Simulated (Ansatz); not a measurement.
# GeNH₂ (quartet): wB97M-V, B2PLYP over vertical spin and charge gaps, def2-QZVPP

Aim: run GeNH₂ (quartet) with these functionals over vertical spin and charge gaps, and hold them against the top wave-function level at the same points.

Computed with Ansatz 0.2.0, Gaussian basis. Level: def2-QZVPP, all electrons in the functionals, frozen cores in the correlation of double hybrids and RPA.

To be run: wB97M-V, B2PLYP, at charge 0, quartet; charge 0, doublet; charge 0, sextet; charge 1, triplet; charge 1, quintet.

10 further runs of the same task are left out: 10 set aside as unsound or not needed.

**1. The geometry**

The geometry is a PBE0/def2-TZVP stationary point (not a proven minimum). No spin-orbit coupling is included. The filled d shell of Ge may be among the frozen orbitals whatever the setting's name suggests; the logs give the count.

4 atoms, charge 0, spin multiplicity 4.

Atoms are counted from 1 here; the program's logs count them from 0.

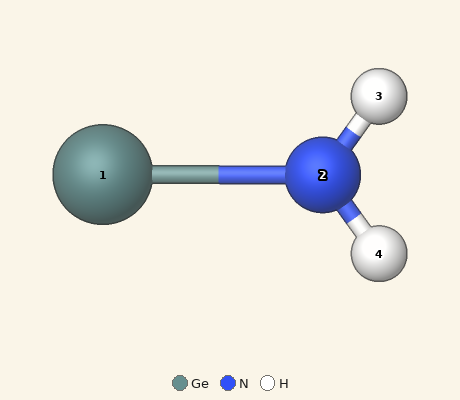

The structure; germanium teal, nitrogen blue, hydrogen white; atoms are numbered from 1 in the order of the file.

No dispersion term is added; wB97M-V holds VV10 nonlocal correlation.

The geometry shown and the zero of energy belong to the point charge 0, quartet. The yardstick, RCCSD(T), and other wave-function levels (R restricted, U unrestricted, valence and pair active spaces) come from earlier runs.

**2. wB97M-V, charge 0, quartet**

in.yaml

```yaml
crystal:
  periodic: [false, false, false]
  atoms:
    - {symbol: Ge, position_ang: [0.000000, 0.000000, 0.431903]}
    - {symbol: N, position_ang: [0.000000, 0.000000, -1.883353]}
    - {symbol: H, position_ang: [0.000000, 0.830871, -2.477269]}
    - {symbol: H, position_ang: [0.000000, -0.830871, -2.477269]}
basis:
  gaussian: {orbitals: "def2-QZVPP.json"}
magnetization: {spin_polarized: true, initial_magnetization: 3}
hamiltonian: {xc: {name: wB97M-V}}
output: {orbitals: {seedname: orbitals}}
```

Command:

```bash
$ ansatz run in.yaml --threads 2 --pin off --events-out ev --progress --plain --max-ram 24576MiB --backend cuda --devices 0, --max-vram 18GiB
```

Log (excerpt; [...] marks lines left out):

```text
Functional definition: wB97M-V
  name "wB97M-V"
  cite "Mardirossian & Head-Gordon, J. Chem. Phys. 144, 214110 (2016) doi:10.1063/1.4952647"
  cite "Becke, J. Chem. Phys. 107, 8554 (1997) doi:10.1063/1.475007"
  cite "Vydrov & Van Voorhis, J. Chem. Phys. 133, 244103 (2010) doi:10.1063/1.3521275"
  # Of w^i u^j: cxij and so on, Table III.
[...]
  gx(w, u) = 1 - cx + cx01*u + cx10*w
  gss(w, u) = css00 + css04*u^4 + css10*w + css20*w^2 + css43*w^4*u^3
  gos(w, u) = cos00 + cos10*w + (cos20 + cos21*u)*w^2 + (cos60 + cos61*u)*w^6
[...]
      + integral(e_c_pw_mod_opposite_spin*gos(b97_w_opposite, b97_u_opposite)) + vv10(b, c)
839 factors; their error is unknown
173 factors; integrals over basis functions are off by at most 5.5e-5 eV
[...]
mean field -58035.03119034 eV, -2132.7480586880 hartree, gradient 4.6e-5 eV, S^2 3.757366; 1 other end points of the search recorded, 0 dependent functions left out
reference -58035.03122737 eV, -2132.7480600488 hartree; 22, 19 occupied and 184, 187 virtual orbitals, 839 factors
Total energy: -58035.03122737 eV, -2132.7480600488 hartree
```

Run time: 6 s. Hardware: 1 × H100 (card shared with other runs) with 2 threads of AMD EPYC 7R13, shared host; peak host memory 0.89 GiB.

From the report: ⟨S²⟩ of the determinant 3.757 (pure quartet: 3.75).

**3. wB97M-V, charge 0, doublet**

Changes to in.yaml since step 2:

```diff
@@ -9,3 +9,3 @@
   gaussian: {orbitals: "def2-QZVPP.json"}
-magnetization: {spin_polarized: true, initial_magnetization: 3}
+magnetization: {spin_polarized: true, initial_magnetization: 1}
 hamiltonian: {xc: {name: wB97M-V}}
```

Same command.

Log (excerpt; [...] marks lines left out):

```text
Functional definition: wB97M-V
  name "wB97M-V"
  cite "Mardirossian & Head-Gordon, J. Chem. Phys. 144, 214110 (2016) doi:10.1063/1.4952647"
  cite "Becke, J. Chem. Phys. 107, 8554 (1997) doi:10.1063/1.475007"
  cite "Vydrov & Van Voorhis, J. Chem. Phys. 133, 244103 (2010) doi:10.1063/1.3521275"
  # Of w^i u^j: cxij and so on, Table III.
[...]
  gx(w, u) = 1 - cx + cx01*u + cx10*w
  gss(w, u) = css00 + css04*u^4 + css10*w + css20*w^2 + css43*w^4*u^3
  gos(w, u) = cos00 + cos10*w + (cos20 + cos21*u)*w^2 + (cos60 + cos61*u)*w^6
[...]
      + integral(e_c_pw_mod_opposite_spin*gos(b97_w_opposite, b97_u_opposite)) + vv10(b, c)
839 factors; their error is unknown
173 factors; integrals over basis functions are off by at most 5.5e-5 eV
[...]
mean field -58036.86915722 eV, -2132.8156027250 hartree, gradient 2.5e-5 eV, S^2 0.756028; 3 other end points of the search recorded, 0 dependent functions left out
reference -58036.86919583 eV, -2132.8156041440 hartree; 21, 20 occupied and 185, 186 virtual orbitals, 839 factors
Total energy: -58036.86919583 eV, -2132.8156041440 hartree
```

It took 9.5 s on 1 × H100 (card shared with other runs) with 2 threads of AMD EPYC 7R13, shared host; peak host memory 0.91 GiB.

From the report: ⟨S²⟩ of the determinant 0.756 (pure doublet: 0.75).

From charge 0, quartet: -1.838 eV.

**4. wB97M-V, charge 0, sextet**

Changes to in.yaml since step 3:

```diff
@@ -9,3 +9,3 @@
   gaussian: {orbitals: "def2-QZVPP.json"}
-magnetization: {spin_polarized: true, initial_magnetization: 1}
+magnetization: {spin_polarized: true, initial_magnetization: 5}
 hamiltonian: {xc: {name: wB97M-V}}
```

Launched as before.

Log (excerpt; [...] marks lines left out):

```text
Functional definition: wB97M-V
  name "wB97M-V"
  cite "Mardirossian & Head-Gordon, J. Chem. Phys. 144, 214110 (2016) doi:10.1063/1.4952647"
  cite "Becke, J. Chem. Phys. 107, 8554 (1997) doi:10.1063/1.475007"
  cite "Vydrov & Van Voorhis, J. Chem. Phys. 133, 244103 (2010) doi:10.1063/1.3521275"
  # Of w^i u^j: cxij and so on, Table III.
[...]
  gx(w, u) = 1 - cx + cx01*u + cx10*w
  gss(w, u) = css00 + css04*u^4 + css10*w + css20*w^2 + css43*w^4*u^3
  gos(w, u) = cos00 + cos10*w + (cos20 + cos21*u)*w^2 + (cos60 + cos61*u)*w^6
[...]
      + integral(e_c_pw_mod_opposite_spin*gos(b97_w_opposite, b97_u_opposite)) + vv10(b, c)
839 factors; their error is unknown
173 factors; integrals over basis functions are off by at most 5.5e-5 eV
[...]
mean field -58029.54098075 eV, -2132.5462972069 hartree, gradient 5.3e-5 eV, S^2 8.755143; 0 other end points of the search recorded, 0 dependent functions left out
reference -58029.54101739 eV, -2132.5462985534 hartree; 23, 18 occupied and 183, 188 virtual orbitals, 839 factors
Total energy: -58029.54101739 eV, -2132.5462985534 hartree
```

Run time: 3.2 s. Hardware: 1 × H100 (card shared with other runs) with 2 threads of AMD EPYC 7R13, shared host; peak host memory 0.9 GiB.

From the report: ⟨S²⟩ of the determinant 8.755 (pure sextet: 8.75).

From charge 0, quartet: +5.490 eV.

**5. wB97M-V, charge 1, triplet**

Changes to in.yaml since step 4:

```diff
@@ -9,3 +9,4 @@
   gaussian: {orbitals: "def2-QZVPP.json"}
-magnetization: {spin_polarized: true, initial_magnetization: 5}
+total_charge: 1
+magnetization: {spin_polarized: true, initial_magnetization: 2}
 hamiltonian: {xc: {name: wB97M-V}}
```

The command is unchanged.

Log (excerpt; [...] marks lines left out):

```text
Functional definition: wB97M-V
  name "wB97M-V"
  cite "Mardirossian & Head-Gordon, J. Chem. Phys. 144, 214110 (2016) doi:10.1063/1.4952647"
  cite "Becke, J. Chem. Phys. 107, 8554 (1997) doi:10.1063/1.475007"
  cite "Vydrov & Van Voorhis, J. Chem. Phys. 133, 244103 (2010) doi:10.1063/1.3521275"
  # Of w^i u^j: cxij and so on, Table III.
[...]
  gx(w, u) = 1 - cx + cx01*u + cx10*w
  gss(w, u) = css00 + css04*u^4 + css10*w + css20*w^2 + css43*w^4*u^3
  gos(w, u) = cos00 + cos10*w + (cos20 + cos21*u)*w^2 + (cos60 + cos61*u)*w^6
[...]
      + integral(e_c_pw_mod_opposite_spin*gos(b97_w_opposite, b97_u_opposite)) + vv10(b, c)
839 factors; their error is unknown
173 factors; integrals over basis functions are off by at most 5.5e-5 eV
[...]
mean field -58028.59944257 eV, -2132.5116963170 hartree, gradient 2.2e-6 eV, S^2 2.006725; 3 other end points of the search recorded, 0 dependent functions left out
reference -58028.59948251 eV, -2132.5116977848 hartree; 21, 19 occupied and 185, 187 virtual orbitals, 839 factors
Total energy: -58028.59948251 eV, -2132.5116977848 hartree
```

Wall time 33 s (1 × H100 (card shared with other runs) with 2 threads of AMD EPYC 7R13, shared host); peak host memory 0.91 GiB.

From the report: ⟨S²⟩ of the determinant 2.007 (pure triplet: 2.00).

From charge 0, quartet: +6.432 eV.

**6. wB97M-V, charge 1, quintet**

Changes to in.yaml since step 5:

```diff
@@ -10,3 +10,3 @@
 total_charge: 1
-magnetization: {spin_polarized: true, initial_magnetization: 2}
+magnetization: {spin_polarized: true, initial_magnetization: 4}
 hamiltonian: {xc: {name: wB97M-V}}
```

Same command.

Log (excerpt; [...] marks lines left out):

```text
Functional definition: wB97M-V
  name "wB97M-V"
  cite "Mardirossian & Head-Gordon, J. Chem. Phys. 144, 214110 (2016) doi:10.1063/1.4952647"
  cite "Becke, J. Chem. Phys. 107, 8554 (1997) doi:10.1063/1.475007"
  cite "Vydrov & Van Voorhis, J. Chem. Phys. 133, 244103 (2010) doi:10.1063/1.3521275"
  # Of w^i u^j: cxij and so on, Table III.
[...]
  gx(w, u) = 1 - cx + cx01*u + cx10*w
  gss(w, u) = css00 + css04*u^4 + css10*w + css20*w^2 + css43*w^4*u^3
  gos(w, u) = cos00 + cos10*w + (cos20 + cos21*u)*w^2 + (cos60 + cos61*u)*w^6
[...]
      + integral(e_c_pw_mod_opposite_spin*gos(b97_w_opposite, b97_u_opposite)) + vv10(b, c)
839 factors; their error is unknown
173 factors; integrals over basis functions are off by at most 5.5e-5 eV
[...]
mean field -58023.99226076 eV, -2132.3423855085 hartree, gradient 3.9e-5 eV, S^2 6.011970; 1 other end points of the search recorded, 0 dependent functions left out
reference -58023.99229837 eV, -2132.3423868904 hartree; 22, 18 occupied and 184, 188 virtual orbitals, 839 factors
Total energy: -58023.99229837 eV, -2132.3423868904 hartree
```

Wall time 12 s (1 × H100 (card shared with other runs) with 2 threads of AMD EPYC 7R13, shared host); peak host memory 0.89 GiB.

From the report: ⟨S²⟩ of the determinant 6.012 (pure quintet: 6.00).

From charge 0, quartet: +11.039 eV.

**7. B2PLYP, charge 0, quartet**

Changes to in.yaml since step 6:

```diff
@@ -9,5 +9,4 @@
   gaussian: {orbitals: "def2-QZVPP.json"}
-total_charge: 1
-magnetization: {spin_polarized: true, initial_magnetization: 4}
-hamiltonian: {xc: {name: wB97M-V}}
-output: {orbitals: {seedname: orbitals}}
+magnetization: {spin_polarized: true, initial_magnetization: 3}
+hamiltonian: {xc: {name: B2PLYP}}
+correlation: {electrons: outside_noble_gas}
```

Launched as before.

Log (excerpt; [...] marks lines left out):

```text
Functional definition: B2PLYP
  name "B2PLYP"
  cite "Grimme, J. Chem. Phys. 124, 034108 (2006) doi:10.1063/1.2148954"
  cite "Becke, Phys. Rev. A 38, 3098 (1988) doi:10.1103/PhysRevA.38.3098"
  cite "Lee, Yang & Parr, Phys. Rev. B 37, 785 (1988) doi:10.1103/PhysRevB.37.785"
[...]
1319 factors; integrals over basis functions are off by at most 8.4e-4 eV
[...]
mean field -58024.25084450 eV, -2132.3518882856 hartree, gradient 9.4e-7 eV, S^2 3.764419; 0 other end points of the search recorded, 0 dependent functions left out
15 core orbitals not correlated: weight in the atoms' cores, before any rotation towards them, 0.999 or more for the frozen orbitals, at most 0.000 for the correlated occupied ones
reference -58024.25096824 eV, -2132.3518928329 hartree; 7, 4 occupied and 184, 187 virtual orbitals, 1319 factors
second order -8.53295249 eV of doubles, -0.00000000 eV of singles
Total energy: -58026.55486541 eV, -2132.4365594923 hartree
```

It took 9.5 s on 1 × H100 (card shared with other runs) with 2 threads of AMD EPYC 7R13, shared host; peak host memory 0.99 GiB.

From the report: ⟨S²⟩ of the determinant 3.764 (pure quartet: 3.75).

**8. B2PLYP, charge 0, doublet**

Changes to in.yaml since step 7:

```diff
@@ -9,3 +9,3 @@
   gaussian: {orbitals: "def2-QZVPP.json"}
-magnetization: {spin_polarized: true, initial_magnetization: 3}
+magnetization: {spin_polarized: true, initial_magnetization: 1}
 hamiltonian: {xc: {name: B2PLYP}}
```

The command is unchanged.

Log (excerpt; [...] marks lines left out):

```text
Functional definition: B2PLYP
  name "B2PLYP"
  cite "Grimme, J. Chem. Phys. 124, 034108 (2006) doi:10.1063/1.2148954"
  cite "Becke, Phys. Rev. A 38, 3098 (1988) doi:10.1103/PhysRevA.38.3098"
  cite "Lee, Yang & Parr, Phys. Rev. B 37, 785 (1988) doi:10.1103/PhysRevB.37.785"
[...]
1319 factors; integrals over basis functions are off by at most 8.4e-4 eV
[...]
mean field -58025.54695516 eV, -2132.3995194738 hartree, gradient 4.4e-6 eV, S^2 0.765321; 6 other end points of the search recorded, 0 dependent functions left out
15 core orbitals not correlated: weight in the atoms' cores, before any rotation towards them, 1.000 or more for the frozen orbitals, at most 0.000 for the correlated occupied ones
reference -58025.54708112 eV, -2132.3995241029 hartree; 6, 5 occupied and 185, 186 virtual orbitals, 1319 factors
second order -11.03935897 eV of doubles, -0.00000000 eV of singles
Total energy: -58028.52770805 eV, -2132.5090601220 hartree
```

Run time: 15 s. Hardware: 1 × H100 (card shared with other runs) with 2 threads of AMD EPYC 7R13, shared host; peak host memory 0.99 GiB.

From the report: ⟨S²⟩ of the determinant 0.765 (pure doublet: 0.75).

From charge 0, quartet: -1.973 eV.

**9. B2PLYP, charge 0, sextet**

Changes to in.yaml since step 8:

```diff
@@ -9,3 +9,3 @@
   gaussian: {orbitals: "def2-QZVPP.json"}
-magnetization: {spin_polarized: true, initial_magnetization: 1}
+magnetization: {spin_polarized: true, initial_magnetization: 5}
 hamiltonian: {xc: {name: B2PLYP}}
```

Same command.

Log (excerpt; [...] marks lines left out):

```text
Functional definition: B2PLYP
  name "B2PLYP"
  cite "Grimme, J. Chem. Phys. 124, 034108 (2006) doi:10.1063/1.2148954"
  cite "Becke, Phys. Rev. A 38, 3098 (1988) doi:10.1103/PhysRevA.38.3098"
  cite "Lee, Yang & Parr, Phys. Rev. B 37, 785 (1988) doi:10.1103/PhysRevB.37.785"
[...]
1319 factors; integrals over basis functions are off by at most 8.4e-4 eV
[...]
mean field -58019.07129169 eV, -2132.1615432307 hartree, gradient 3.8e-6 eV, S^2 8.758917; 0 other end points of the search recorded, 0 dependent functions left out
15 core orbitals not correlated: weight in the atoms' cores, before any rotation towards them, 0.999 or more for the frozen orbitals, at most 0.000 for the correlated occupied ones
reference -58019.07142244 eV, -2132.1615480357 hartree; 8, 3 occupied and 183, 188 virtual orbitals, 1319 factors
second order -7.75988523 eV of doubles, -0.00000000 eV of singles
Total energy: -58021.16659145 eV, -2132.2385440767 hartree
```

Run time: 5.5 s. Hardware: 1 × H100 (card shared with other runs) with 2 threads of AMD EPYC 7R13, shared host; peak host memory 0.99 GiB.

From the report: ⟨S²⟩ of the determinant 8.759 (pure sextet: 8.75).

From charge 0, quartet: +5.388 eV.

**10. B2PLYP, charge 1, triplet**

Changes to in.yaml since step 9:

```diff
@@ -9,3 +9,4 @@
   gaussian: {orbitals: "def2-QZVPP.json"}
-magnetization: {spin_polarized: true, initial_magnetization: 5}
+total_charge: 1
+magnetization: {spin_polarized: true, initial_magnetization: 2}
 hamiltonian: {xc: {name: B2PLYP}}
```

The command is unchanged.

Log (excerpt; [...] marks lines left out):

```text
Functional definition: B2PLYP
  name "B2PLYP"
  cite "Grimme, J. Chem. Phys. 124, 034108 (2006) doi:10.1063/1.2148954"
  cite "Becke, Phys. Rev. A 38, 3098 (1988) doi:10.1103/PhysRevA.38.3098"
  cite "Lee, Yang & Parr, Phys. Rev. B 37, 785 (1988) doi:10.1103/PhysRevB.37.785"
[...]
1319 factors; integrals over basis functions are off by at most 8.4e-4 eV
[...]
mean field -58017.93364254 eV, -2132.1197353955 hartree, gradient 2.1e-6 eV, S^2 2.013264; 5 other end points of the search recorded, 0 dependent functions left out
15 core orbitals not correlated: weight in the atoms' cores, before any rotation towards them, 1.000 or more for the frozen orbitals, at most 0.000 for the correlated occupied ones
reference -58017.93376816 eV, -2132.1197400120 hartree; 6, 4 occupied and 185, 187 virtual orbitals, 1319 factors
second order -8.08415809 eV of doubles, -0.00000000 eV of singles
Total energy: -58020.11649085 eV, -2132.1999535911 hartree
```

It took 26 s on 1 × H100 (card shared with other runs) with 2 threads of AMD EPYC 7R13, shared host; peak host memory 1 GiB.

From the report: ⟨S²⟩ of the determinant 2.013 (pure triplet: 2.00).

From charge 0, quartet: +6.438 eV.

**11. B2PLYP, charge 1, quintet**

Changes to in.yaml since step 10:

```diff
@@ -10,3 +10,3 @@
 total_charge: 1
-magnetization: {spin_polarized: true, initial_magnetization: 2}
+magnetization: {spin_polarized: true, initial_magnetization: 4}
 hamiltonian: {xc: {name: B2PLYP}}
```

Launched as before.

Log (excerpt; [...] marks lines left out):

```text
Functional definition: B2PLYP
  name "B2PLYP"
  cite "Grimme, J. Chem. Phys. 124, 034108 (2006) doi:10.1063/1.2148954"
  cite "Becke, Phys. Rev. A 38, 3098 (1988) doi:10.1103/PhysRevA.38.3098"
  cite "Lee, Yang & Parr, Phys. Rev. B 37, 785 (1988) doi:10.1103/PhysRevB.37.785"
[...]
1319 factors; integrals over basis functions are off by at most 8.4e-4 eV
[...]
mean field -58013.67859115 eV, -2131.9633651412 hartree, gradient 6.7e-6 eV, S^2 6.020747; 2 other end points of the search recorded, 0 dependent functions left out
15 core orbitals not correlated: weight in the atoms' cores, before any rotation towards them, 0.999 or more for the frozen orbitals, at most 0.000 for the correlated occupied ones
reference -58013.67871673 eV, -2131.9633697559 hartree; 7, 3 occupied and 184, 188 virtual orbitals, 1319 factors
second order -7.20988366 eV of doubles, -0.00000000 eV of singles
Total energy: -58015.62538531 eV, -2132.0349085070 hartree
```

Wall time 10 s (1 × H100 (card shared with other runs) with 2 threads of AMD EPYC 7R13, shared host); peak host memory 0.99 GiB.

From the report: ⟨S²⟩ of the determinant 6.021 (pure quintet: 6.00).

From charge 0, quartet: +10.929 eV.

**12. The comparison**

No level is safe as a reference over these points; RCCSD(T) serves as a yardstick only. It comes from earlier runs at the same points. Energies in eV, counted from charge 0, quartet; blanks weren't run or aren't comparable.

```tsv
level	quartet to doublet	quartet to sextet	ionisation to the triplet cation	ionisation to the quintet cation
RCCSD(T)	-1.868	4.965	6.533	10.678
wB97M-V	-1.838	5.490	6.432	11.039
B2PLYP	-1.973	5.388	6.438	10.929
```

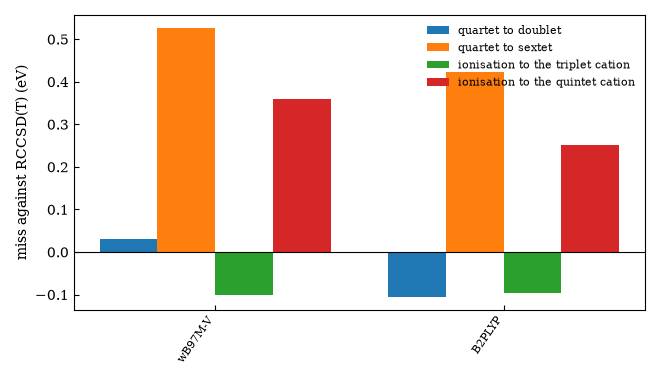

Misses of the gaps against RCCSD(T).

Largest miss and mean time a point (RCCSD(T) took 23 s a point; shared hosts):

```tsv
level	largest miss (eV)	where	time a point
wB97M-V	+0.525	quartet to sextet	13 s
B2PLYP	+0.423	quartet to sextet	13 s
```

**13. What came out**

| quantity | value |
| --- | --- |
| quartet to doublet, RCCSD(T) | -1.868 eV |
| quartet to sextet, RCCSD(T) | 4.965 eV |
| ionisation to the triplet cation, RCCSD(T) | 6.533 eV |
| ionisation to the quintet cation, RCCSD(T) | 10.678 eV |
| largest miss, wB97M-V | +0.525 eV (quartet to sextet) |
| largest miss, B2PLYP | +0.423 eV (quartet to sextet) |

What this shows: Of the functionals, B2PLYP keep the smallest largest miss at the points compared (at most 0.423 eV) and wB97M-V strays most (0.525 eV, at quartet to sextet). Functionals and the yardstick converge differently with the basis, so part of each miss in def2-QZVPP is the basis. The yardstick itself may be off where one determinant is a poor start.
